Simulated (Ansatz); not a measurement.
# AlHO₂: one molecule under many settings

How do the results and run time of AlHO₂ respond when the settings are drawn wide?

Method: the settings change from run to run; program: Ansatz 0.2.0, Gaussian basis.

## 1. The geometry

The geometry comes from an earlier relaxation with PBE0-D4 in a triple-zeta def2 set; it is a stationary point.

SMILES `[O]=[Al][OH]`, 4 atoms, charge 0, spin multiplicity 1.

Atoms are counted from 1 here; the program's logs count them from 0.

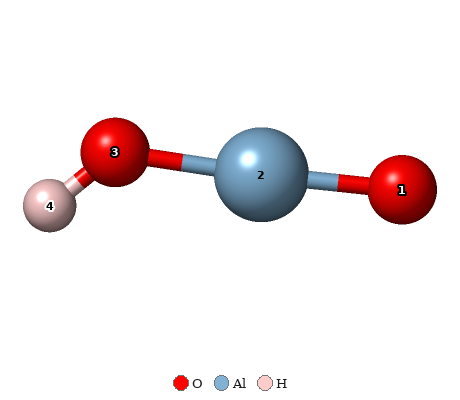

The structure; oxygen red, aluminium light blue, hydrogen pink; atoms are numbered from 1 in the order of the file.

## 2. B97/aug-cc-pVDZ

Options: charge +1, multiplicity 2, atoms shaken by 0.15 Å.

File in.yaml:

```yaml
crystal:
  periodic: [false, false, false]
  atoms:
    - {symbol: O, position_ang: [-1.615068, -0.943870, -0.789506]}
    - {symbol: Al, position_ang: [-0.259155, -0.467111, -0.029097]}
    - {symbol: O, position_ang: [0.807014, 0.506196, 0.417007]}
    - {symbol: H, position_ang: [1.185764, 1.206505, 0.525465]}
basis:
  gaussian: {orbitals: aug-cc-pVDZ}
total_charge: 1
magnetization: {spin_polarized: true, initial_magnetization: 1}
hamiltonian: {xc: {name: B97}}
output: {forces: true}
```

Started as:

```console
$ ansatz run in.yaml --threads 4 --pin off --events-out ev --progress --plain --max-ram 10444MiB
```

The program printed:

```text
Functional definition: B97
  name "B97"
  cite "Becke, J. Chem. Phys. 107, 8554 (1997) doi:10.1063/1.475007"
  parameter cx = 0.1943
  parameter cx0 = 0.8094
  parameter cx1 = 0.5073
  parameter cx2 = 0.7481
  parameter css0 = 0.1737
  parameter css1 = 2.3487
  parameter css2 = -2.4868
  parameter cos0 = 0.9454
  parameter cos1 = 0.7471
  parameter cos2 = -4.5961
  exchange = spin_sum(e_x_unif_s*poly(b97_u_x, cx0, cx1, cx2)) + cx*exact_x
  correlation = spin_sum(e_c_pw_same_spin*poly(b97_u_same, css0, css1, css2))
      + integral(e_c_pw_opposite_spin*poly(b97_u_opposite, cos0, cos1, cos2))
735 factors; their error is unknown
mean field evaluation 1: about -10674.4310 eV, gradient 7.6e1 eV
mean field evaluation 2: about -10609.7925 eV, gradient 1.3e2 eV
mean field evaluation 4: about -10694.0869 eV, gradient 1.4e1 eV
mean field evaluation 8: about -10694.8591 eV, gradient 5.3e-2 eV
mean field evaluation 16: about -10694.8591 eV, gradient 1.2e-4 eV
mean field evaluation 32: about -10694.8759 eV, gradient 2.7e-3 eV
mean field -10694.87585506 eV, -393.0294384264 hartree, gradient 1.4e-8 eV, S^2 0.753712; 5 other end points of the search recorded, 0 dependent functions left out
the calculation of the forces begins
reference -10694.87588591 eV, -393.0294395599 hartree; 15, 14 occupied and 67, 68 virtual orbitals, 735 factors
Total energy: -10694.87588591 eV, -393.0294395599 hartree
Atom 0 at    -1.615068    -0.943870    -0.789506 Å, force    -3.140349    -1.458267    -1.680658 eV/Å
Atom 1 at    -0.259155    -0.467111    -0.029097 Å, force    -1.153422    -2.253855    -0.176927 eV/Å
Atom 2 at     0.807014     0.506196     0.417007 Å, force    -2.945508    -8.990312    -0.331852 eV/Å
Atom 3 at     1.185764     1.206505     0.525465 Å, force     7.239278    12.702434     2.189437 eV/Å
Dipole moment:     0.350292    -0.098221     0.264354 e Å
```

Run time: 6 s. Hardware: 4 threads of AMD EPYC 9R45, shared host.

Largest force 14.784 eV/Å, ⟨S²⟩ 0.754.

## 3. revPBE/6-31G

Options: high accuracy.

File in.yaml:

```yaml
crystal:
  periodic: [false, false, false]
  atoms:
    - {symbol: O, position_ang: [-1.634135, -1.286561, -0.719198]}
    - {symbol: Al, position_ang: [-0.415858, -0.428866, -0.149207]}
    - {symbol: O, position_ang: [0.880153, 0.405964, 0.483021]}
    - {symbol: H, position_ang: [1.169839, 1.309462, 0.385384]}
basis:
  gaussian: {orbitals: 6-31G}
hamiltonian: {xc: {name: revPBE}}
accuracy: high
output: {forces: true}
```

Same command.

The program printed, cut to the lines that bear on the results:

```text
Functional definition: revPBE
  name "revPBE"
  cite "Zhang & Yang, Phys. Rev. Lett. 80, 890 (1998) doi:10.1103/PhysRevLett.80.890"
  cite "Perdew, Burke & Ernzerhof, Phys. Rev. Lett. 77, 3865 (1996) doi:10.1103/PhysRevLett.77.3865"
[...]
653 factors; integrals over basis functions are off by at most 3.3e-9 eV
[...]
mean field -10702.63939246 eV, -393.3147431633 hartree, gradient 7.6e-9 eV, S^2 0.000000; 0 other end points of the search recorded, 0 dependent functions left out
[...]
reference -10702.63939679 eV, -393.3147433225 hartree; 15, 15 occupied and 18, 18 virtual orbitals, 653 factors
Total energy: -10702.63939679 eV, -393.3147433225 hartree
Atom 0 at    -1.634135    -1.286561    -0.719198 Å, force    -2.718854    -1.931581    -1.266252 eV/Å
Atom 1 at    -0.415858    -0.428866    -0.149207 Å, force     1.153939     0.740762     0.563770 eV/Å
Atom 2 at     0.880153     0.405964     0.483021 Å, force     1.003093     0.329620     0.594836 eV/Å
Atom 3 at     1.169839     1.309462     0.385384 Å, force     0.561822     0.861199     0.107646 eV/Å
Dipole moment:     0.568287     0.719765     0.159330 e Å
```

Wall time 0.4 s (4 threads of AMD EPYC 9R45, shared host).

Largest force 3.567 eV/Å, dipole 4.47 D.

## 4. B97M-V/aug-cc-pVTZ

Options: charge +1, multiplicity 2, a grid of angular degree 11, high accuracy.

in.yaml, as its differences from that of step 3:

```diff
@@ -8,5 +8,6 @@
 basis:
-  gaussian: {orbitals: 6-31G}
-hamiltonian: {xc: {name: revPBE}}
+  gaussian: {orbitals: aug-cc-pVTZ, final_grid: {core_spheres: 5, valence_spheres: 4, degree: 11}}
+total_charge: 1
+magnetization: {spin_polarized: true, initial_magnetization: 1}
+hamiltonian: {xc: {name: B97M-V}}
 accuracy: high
-output: {forces: true}
```

Same command.

The program printed, cut to the lines that bear on the results:

```text
Functional definition: B97M-V
  name "B97M-V"
  cite "Mardirossian & Head-Gordon, J. Chem. Phys. 142, 074111 (2015) doi:10.1063/1.4907719"
  cite "Becke, J. Chem. Phys. 107, 8554 (1997) doi:10.1063/1.475007"
  cite "Vydrov & Van Voorhis, J. Chem. Phys. 133, 244103 (2010) doi:10.1063/1.3521275"
  # Of w^i u^j: cxij and so on, Table III.
[...]
  gx(w, u) = cx00 + cx01*u + cx02*u^2 + (cx10 + cx11*u)*w
  gss(w, u) = css00 + css02*u^2 + css10*w + (css32*w^3 + css42*w^4)*u^2
  gos(w, u) = cos00 + cos01*u + cos03*u^3 + cos10*w + cos32*w^3*u^2
[...]
      + integral(e_c_pw_mod_opposite_spin*gos(b97_w_opposite, b97_u_opposite)) + vv10(b, c)
2362 factors; integrals over basis functions are off by at most 3.2e-9 eV
[...]
mean field -10697.35393824 eV, -393.1205063032 hartree, gradient 2.1e-8 eV, S^2 0.754822; 3 other end points of the search recorded, 0 dependent functions left out
reference -10697.35394570 eV, -393.1205065777 hartree; 15, 14 occupied and 150, 151 virtual orbitals, 2362 factors
Total energy: -10697.35394570 eV, -393.1205065777 hartree
```

It took 15 s on 4 threads of AMD EPYC 9R45, shared host; peak memory 0.58 GiB.

⟨S²⟩ 0.755.

## 5. HSE06/def2-mTZVP

Set apart from the defaults: atoms shaken by 0.03 Å, D4 dispersion.

File in.yaml:

```yaml
crystal:
  periodic: [false, false, false]
  atoms:
    - {symbol: O, position_ang: [-1.620880, -1.268087, -0.773648]}
    - {symbol: Al, position_ang: [-0.442297, -0.450108, -0.126759]}
    - {symbol: O, position_ang: [0.875627, 0.425850, 0.556461]}
    - {symbol: H, position_ang: [1.186863, 1.265491, 0.368224]}
basis:
  gaussian: {orbitals: def2-mTZVP}
hamiltonian: {xc: {name: HSE06}, dispersion: d4}
output: {forces: true}
```

Launched as before.

The program printed, cut to the lines that bear on the results:

```text
Functional definition: HSE06
  name "HSE06"
  cite "Heyd, Scuseria & Ernzerhof, J. Chem. Phys. 118, 8207 (2003) doi:10.1063/1.1564060"
  cite "Krukau, Vydrov, Izmaylov & Scuseria, J. Chem. Phys. 125, 224106 (2006) doi:10.1063/1.2404663"
  cite "Heyd & Scuseria, J. Chem. Phys. 120, 7274 (2004) doi:10.1063/1.1668634"
  cite "Ernzerhof & Perdew, J. Chem. Phys. 109, 3313 (1998) doi:10.1063/1.476928"
  cite "Perdew, Burke & Ernzerhof, Phys. Rev. Lett. 77, 3865 (1996) doi:10.1103/PhysRevLett.77.3865"
  parent pbe
[...]
  # The whole range is PBE's own exchange, as in plane waves. The composition of these papers is wPBEh.
[...]
599 factors; their error is unknown
72 factors; integrals over basis functions are off by at most 1.1e-6 eV
[...]
mean field -10701.69203589 eV, -393.2799284516 hartree, gradient 3.2e-5 eV, S^2 0.000000; 0 other end points of the search recorded, 0 dependent functions left out
[...]
reference -10701.69207248 eV, -393.2799297961 hartree; 15, 15 occupied and 58, 58 virtual orbitals, 599 factors
Total energy: -10701.73365425 eV, -393.2814578981 hartree
Atom 0 at    -1.620880    -1.268087    -0.773648 Å, force    -0.879303    -0.637001    -0.429627 eV/Å
Atom 1 at    -0.442297    -0.450108    -0.126759 Å, force     1.934541     1.417282     0.899930 eV/Å
Atom 2 at     0.875627     0.425850     0.556461 Å, force    -1.915313    -3.333492     0.174143 eV/Å
Atom 3 at     1.186863     1.265491     0.368224 Å, force     0.860075     2.553212    -0.644446 eV/Å
Dipole moment:     0.673211     0.670637     0.271140 e Å
```

Wall time 0.35 s (4 threads of AMD EPYC 9R45, shared host).

Largest force 3.848 eV/Å, dipole 4.75 D.

## 6. r2SCAN/cc-pVDZ

Set apart from the defaults: atoms shaken by 0.08 Å, D4 dispersion.

File in.yaml:

```yaml
crystal:
  periodic: [false, false, false]
  atoms:
    - {symbol: O, position_ang: [-1.508230, -1.351057, -0.748825]}
    - {symbol: Al, position_ang: [-0.436382, -0.384519, -0.024045]}
    - {symbol: O, position_ang: [0.821649, 0.311977, 0.495024]}
    - {symbol: H, position_ang: [1.086514, 1.343880, 0.290905]}
basis:
  gaussian: {orbitals: cc-pVDZ}
hamiltonian: {xc: {name: r2SCAN}, dispersion: d4}
output: {forces: true}
```

The command is unchanged.

The program printed, cut to the lines that bear on the results:

```text
Functional definition: r2SCAN
  name "r2SCAN"
  cite "Furness, Kaplan, Ning, Perdew & Sun, J. Phys. Chem. Lett. 11, 8208 (2020) doi:10.1021/acs.jpclett.0c02405"
  cite "Furness, Kaplan, Ning, Perdew & Sun, J. Phys. Chem. Lett. 11, 9248 (2020) doi:10.1021/acs.jpclett.0c03077"
  parent r2scan
[...]
581 factors; their error is unknown
[...]
mean field -10704.19837123 eV, -393.3720345764 hartree, gradient 5.8e-5 eV, S^2 0.000000; 0 other end points of the search recorded, 0 dependent functions left out
[...]
reference -10704.19838283 eV, -393.3720350028 hartree; 15, 15 occupied and 36, 36 virtual orbitals, 581 factors
Total energy: -10704.21027368 eV, -393.3724719835 hartree
Atom 0 at    -1.508230    -1.351057    -0.748825 Å, force    -0.689539    -0.333103    -0.200410 eV/Å
Atom 1 at    -0.436382    -0.384519    -0.024045 Å, force    -5.880955    -3.766941    -2.656310 eV/Å
Atom 2 at     0.821649     0.311977     0.495024 Å, force     7.355603     8.186607     1.867889 eV/Å
Atom 3 at     1.086514     1.343880     0.290905 Å, force    -0.785110    -4.086563     0.988832 eV/Å
Dipole moment:     0.604039     0.903760     0.348852 e Å
```

Wall time 0.4 s (4 threads of AMD EPYC 9R45, shared host).

Largest force 11.163 eV/Å, dipole 5.48 D.

## 7. B97M-V/def2-SVPD

Options: multiplicity 3, coordinates scaled by 1.25, high accuracy.

File in.yaml:

```yaml
crystal:
  periodic: [false, false, false]
  atoms:
    - {symbol: O, position_ang: [-2.042668, -1.608201, -0.898997]}
    - {symbol: Al, position_ang: [-0.519822, -0.536082, -0.186509]}
    - {symbol: O, position_ang: [1.100191, 0.507455, 0.603776]}
    - {symbol: H, position_ang: [1.462299, 1.636828, 0.481730]}
basis:
  gaussian: {orbitals: def2-SVPD}
magnetization: {spin_polarized: true, initial_magnetization: 2}
hamiltonian: {xc: {name: B97M-V}}
accuracy: high
output: {forces: true}
```

The command is unchanged.

The program printed, cut to the lines that bear on the results:

```text
Functional definition: B97M-V
  name "B97M-V"
  cite "Mardirossian & Head-Gordon, J. Chem. Phys. 142, 074111 (2015) doi:10.1063/1.4907719"
  cite "Becke, J. Chem. Phys. 107, 8554 (1997) doi:10.1063/1.475007"
  cite "Vydrov & Van Voorhis, J. Chem. Phys. 133, 244103 (2010) doi:10.1063/1.3521275"
  # Of w^i u^j: cxij and so on, Table III.
[...]
  gx(w, u) = cx00 + cx01*u + cx02*u^2 + (cx10 + cx11*u)*w
  gss(w, u) = css00 + css02*u^2 + css10*w + (css32*w^3 + css42*w^4)*u^2
  gos(w, u) = cos00 + cos01*u + cos03*u^3 + cos10*w + cos32*w^3*u^2
[...]
      + integral(e_c_pw_mod_opposite_spin*gos(b97_w_opposite, b97_u_opposite)) + vv10(b, c)
1386 factors; integrals over basis functions are off by at most 3.9e-9 eV
[...]
mean field -10695.62920493 eV, -393.0571235233 hartree, gradient 4.5e-8 eV, S^2 2.010790; 4 other end points of the search recorded, 0 dependent functions left out
[...]
reference -10695.62921045 eV, -393.0571237261 hartree; 16, 14 occupied and 62, 64 virtual orbitals, 1386 factors
Total energy: -10695.62921045 eV, -393.0571237261 hartree
Atom 0 at    -2.042668    -1.608201    -0.898997 Å, force     1.433463     1.055082     0.655376 eV/Å
Atom 1 at    -0.519822    -0.536082    -0.186509 Å, force     1.012210     0.735186     0.466059 eV/Å
Atom 2 at     1.100191     0.507455     0.603776 Å, force    -0.364262     3.547083    -1.438200 eV/Å
Atom 3 at     1.462299     1.636828     0.481730 Å, force    -2.081411    -5.337352     0.316765 eV/Å
Dipole moment:     0.044805     0.290754    -0.065436 e Å
```

It took 18 s on 4 threads of AMD EPYC 9R45, shared host; peak memory 0.65 GiB.

Largest force 5.738 eV/Å, dipole 1.45 D, ⟨S²⟩ 2.011.

## 8. PBEsol/def2-SVPD

Set apart from the defaults: a point charge of 2.00 e beside it.

File in.yaml:

```yaml
crystal:
  periodic: [false, false, false]
  atoms:
    - {symbol: O, position_ang: [-1.634135, -1.286561, -0.719198]}
    - {symbol: Al, position_ang: [-0.415858, -0.428866, -0.149207]}
    - {symbol: O, position_ang: [0.880153, 0.405964, 0.483021]}
    - {symbol: H, position_ang: [1.169839, 1.309462, 0.385384]}
basis:
  gaussian: {orbitals: def2-SVPD, point_charges: [{charge: 2.00, position_ang: [5.917, 0.659, -0.971]}]}
hamiltonian: {xc: {name: PBEsol}}
```

Same command.

The program printed:

```text
Functional definition: PBEsol
  name "PBEsol"
  cite "Perdew et al., Phys. Rev. Lett. 100, 136406 (2008) doi:10.1103/PhysRevLett.100.136406"
  cite "Perdew, Burke & Ernzerhof, Phys. Rev. Lett. 77, 3865 (1996) doi:10.1103/PhysRevLett.77.3865"
  parent pbesol
  exchange = pbesol_x
  correlation = pbesol_c
663 factors; their error is unknown
mean field evaluation 1: about -10649.5040 eV, gradient 9.8e1 eV
mean field evaluation 2: about -10446.2907 eV, gradient 2.1e2 eV
mean field evaluation 4: about -10666.2255 eV, gradient 2.8e1 eV
mean field evaluation 8: about -10668.4468 eV, gradient 1.3e0 eV
mean field evaluation 16: about -10668.4072 eV, gradient 1.7e-4 eV
mean field -10668.40718625 eV, -392.0567327886 hartree, gradient 2.0e-5 eV, S^2 0.000000; 0 other end points of the search recorded, 0 dependent functions left out
reference -10668.40722566 eV, -392.0567342368 hartree; 15, 15 occupied and 63, 63 virtual orbitals, 663 factors
Total energy: -10668.40722566 eV, -392.0567342368 hartree
```

Wall time 0.25 s (4 threads of AMD EPYC 9R45, shared host).

## 9. LC-wPBE/x2c-TZVPPall

Options: coordinates scaled by 0.96.

File in.yaml:

```yaml
crystal:
  periodic: [false, false, false]
  atoms:
    - {symbol: O, position_ang: [-1.568769, -1.235099, -0.690430]}
    - {symbol: Al, position_ang: [-0.399223, -0.411711, -0.143239]}
    - {symbol: O, position_ang: [0.844947, 0.389726, 0.463700]}
    - {symbol: H, position_ang: [1.123046, 1.257084, 0.369969]}
basis:
  gaussian: {orbitals: x2c-TZVPPall}
hamiltonian: {xc: {name: LC-wPBE}}
output: {forces: true}
```

Launched as before.

The program printed, cut to the lines that bear on the results:

```text
Functional definition: LC-wPBE
  name "LC-wPBE"
  cite "Vydrov & Scuseria, J. Chem. Phys. 125, 234109 (2006) doi:10.1063/1.2409292"
  cite "Heyd & Scuseria, J. Chem. Phys. 120, 7274 (2004) doi:10.1063/1.1668634"
  cite "Ernzerhof & Perdew, J. Chem. Phys. 109, 3313 (1998) doi:10.1063/1.476928"
  cite "Perdew, Burke & Ernzerhof, Phys. Rev. Lett. 77, 3865 (1996) doi:10.1103/PhysRevLett.77.3865"
  parent pbe
[...]
628 factors; their error is unknown
205 factors; integrals over basis functions are off by at most 2.8e-5 eV
[...]
mean field -10719.98735223 eV, -393.9522689262 hartree, gradient 3.3e-5 eV, S^2 0.000000; 0 other end points of the search recorded, 0 dependent functions left out
[...]
reference -10719.98735224 eV, -393.9522689264 hartree; 15, 15 occupied and 103, 103 virtual orbitals, 628 factors
Total energy: -10719.98735224 eV, -393.9522689264 hartree
Relativity: scalar
Atom 0 at    -1.568769    -1.235099    -0.690430 Å, force    -2.321846    -1.609808    -1.094594 eV/Å
Atom 1 at    -0.399223    -0.411711    -0.143239 Å, force     0.408682     0.198546     0.220933 eV/Å
Atom 2 at     0.844947     0.389726     0.463700 Å, force     0.990205    -0.771417     0.952773 eV/Å
Atom 3 at     1.123046     1.257084     0.369969 Å, force     0.922959     2.182679    -0.079112 eV/Å
Dipole moment:     0.781972     0.798715     0.283136 e Å
```

It took 0.5 s on 4 threads of AMD EPYC 9R45, shared host.

Largest force 3.030 eV/Å, dipole 5.54 D.

## 10. PBE-QIDH/def2-mTZVP

Options: charge +1, multiplicity 2, finite nuclei, relativity set to scalar, high accuracy.

File in.yaml:

```yaml
crystal:
  periodic: [false, false, false]
  atoms:
    - {symbol: O, position_ang: [-1.634135, -1.286561, -0.719198]}
    - {symbol: Al, position_ang: [-0.415858, -0.428866, -0.149207]}
    - {symbol: O, position_ang: [0.880153, 0.405964, 0.483021]}
    - {symbol: H, position_ang: [1.169839, 1.309462, 0.385384]}
basis:
  gaussian: {orbitals: def2-mTZVP, nuclear_model: gaussian}
total_charge: 1
magnetization: {spin_polarized: true, initial_magnetization: 1}
hamiltonian: {xc: {name: PBE-QIDH}, pseudopotentials: {relativity: scalar}}
accuracy: high
```

The command is unchanged.

The program printed, cut to the lines that bear on the results:

```text
Functional definition: PBE-QIDH
  name "PBE-QIDH"
  cite "Brémond, Sancho-García, Pérez-Jiménez & Adamo, J. Chem. Phys. 141, 031101 (2014) doi:10.1063/1.4890314"
  cite "Perdew, Burke & Ernzerhof, Phys. Rev. Lett. 77, 3865 (1996) doi:10.1103/PhysRevLett.77.3865"
[...]
1262 factors; integrals over basis functions are off by at most 5.2e-9 eV
[...]
mean field -10698.00029597 eV, -393.1442595117 hartree, gradient 9.5e-8 eV, S^2 0.754290; 4 other end points of the search recorded, 0 dependent functions left out
7 core orbitals not correlated: weight in the atoms' cores, before any rotation towards them, 1.000 or more for the frozen orbitals, at most 0.000 for the correlated occupied ones
reference -10698.00029717 eV, -393.1442595559 hartree; 8, 7 occupied and 58, 59 virtual orbitals, 1262 factors
second order -12.06559805 eV of doubles, -0.00000000 eV of singles
Total energy: -10702.02216319 eV, -393.2920604059 hartree
Relativity: scalar
```

Wall time 2.5 s (4 threads of AMD EPYC 9R45, shared host).

⟨S²⟩ 0.754.

## 11. All runs side by side

| level | charge | multiplicity | geometry | functions | energy (eV) | time |
| --- | --- | --- | --- | --- | --- | --- |
| B97/aug-cc-pVDZ | 1 | 2 | shaken | 82 | -10694.876 | 6 s |
| revPBE/6-31G | 0 | 1 | relaxed | 33 | -10702.639 | 0.4 s |
| B97M-V/aug-cc-pVTZ | 1 | 2 | relaxed | 165 | -10697.354 | 15 s |
| HSE06/def2-mTZVP | 0 | 1 | shaken | 73 | -10701.734 | 0.35 s |
| r2SCAN/cc-pVDZ | 0 | 1 | shaken | 51 | -10704.210 | 0.4 s |
| B97M-V/def2-SVPD | 0 | 3 | scaled | 78 | -10695.629 | 18 s |
| PBEsol/def2-SVPD | 0 | 1 | relaxed, point charge | 78 | -10668.407 | 0.25 s |
| LC-wPBE/x2c-TZVPPall | 0 | 1 | scaled | 118 | -10719.987 | 0.5 s |
| PBE-QIDH/def2-mTZVP | 1 | 2 | relaxed | 73 | -10702.022 | 2.5 s |

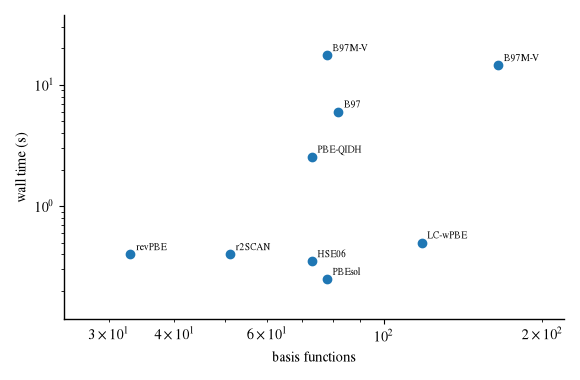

Wall time against the number of basis functions (shared host).

## 12. Results

| quantity | value |
| --- | --- |
| runs | 9 |
| quickest | PBEsol/def2-SVPD, 0.25 s |
| slowest | B97M-V/def2-SVPD, 18 s |

**Reading.** The runs differ in state or geometry as well as level, so their energies can't be set against each other. Run time spans a factor of 70, from PBEsol/def2-SVPD to B97M-V/def2-SVPD. The jobs differ in tasks and options as well as level. At the PBE0-D4/def2-TZVP geometry and in the same state, runs without warnings or point charges leave forces up to 3.57 eV/Å (revPBE/6-31G), against 11.2 eV/Å where the atoms were moved.
